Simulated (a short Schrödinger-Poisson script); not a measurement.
System: MOS inversion layer, SiO2 on p-type Si(100), at 300 K.

| layer | material | thickness (nm) | Na (cm⁻³) |
|---|---|---|---|
| 1 | SiO2 | 1.7 | - |
| 2 | Si | 280 | 2.4e18 |

The device is made up for the run: typed textbook-type constants, with dimensions and the other settings drawn at random. SiO2: permittivity 3.9, conduction-band edge (eV) 3.15, gap (eV) 9, electron mass (mₑ) 0.5. Si: permittivity 11.7, conduction-band edge (eV) 0, gap (eV) 1.124, Nv at 300 K (cm⁻³) 3.1e19.

Channel valleys (confinement mass, in-plane density-of-states mass, number): Δ2 0.916, 0.19, 2; Δ4 0.19, 0.417, 4. At the gate the conduction-band edge of layer 1 lies 3.49 eV − eVg above the Fermi level of the channel; the field vanishes at the back. Gaps are held at their typed values at every temperature. Mesh 0.03 nm at interfaces.

Solved with a short Schrödinger-Poisson script written for these runs: 1D Poisson equation in equilibrium, electrons quantum, Hartree (BenDaniel-Duke, 12 states a valley, the channel's in-plane mass for all, wave functions ending at the dielectric), parabolic valleys, classical holes, full ionisation, no traps, pinning or gate leakage.

Only gate voltages with over 1e8 electrons/cm² are shown.

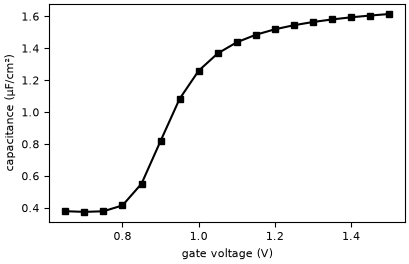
Figure. Quasi-static capacitance against gate voltage

| Vg (V) | electrons (cm⁻²) | C (μF/cm²) | Δ2 E0 (meV) | Δ2 E1 (meV) | Δ4 E0 (meV) | Δ4 E1 (meV) |
|---|---|---|---|---|---|---|
| 0.65 | 1.82e8 | 0.379 | 261.9 | 369.5 | 361.2 | 533.6 |
| 0.7 | 7.99e8 | 0.375 | 223.4 | 332.9 | 324.4 | 500.0 |
| 0.75 | 3.52e9 | 0.379 | 184.9 | 296.1 | 287.5 | 466.2 |
| 0.8 | 1.52e10 | 0.415 | 146.9 | 259.7 | 251.0 | 432.7 |
| 0.85 | 6.04e10 | 0.551 | 111.0 | 225.5 | 216.7 | 401.1 |
| 0.9 | 1.89e11 | 0.819 | 81.1 | 197.1 | 188.3 | 375.0 |
| 0.95 | 4.30e11 | 1.08 | 59.1 | 176.7 | 167.8 | 356.2 |
| 1 | 7.59e11 | 1.26 | 43.3 | 162.4 | 153.7 | 343.4 |
| 1.05 | 1.14e12 | 1.37 | 31.6 | 152.1 | 143.4 | 334.2 |
| 1.1 | 1.56e12 | 1.44 | 22.2 | 144.1 | 135.6 | 327.2 |
| 1.15 | 2.00e12 | 1.48 | 14.4 | 137.6 | 129.3 | 321.7 |
| 1.2 | 2.46e12 | 1.52 | 7.6 | 132.2 | 124.1 | 317.1 |
| 1.25 | 2.93e12 | 1.54 | 1.6 | 127.6 | 119.6 | 313.3 |
| 1.3 | 3.40e12 | 1.56 | -3.9 | 123.5 | 115.6 | 309.9 |
| 1.35 | 3.89e12 | 1.58 | -8.9 | 119.7 | 112.1 | 306.9 |
| 1.4 | 4.38e12 | 1.59 | -13.6 | 116.4 | 108.9 | 304.2 |
| 1.45 | 4.87e12 | 1.61 | -18.0 | 113.2 | 105.9 | 301.7 |
| 1.5 | 5.37e12 | 1.61 | -22.2 | 110.3 | 103.1 | 299.5 |

Subbands count from the Fermi level.
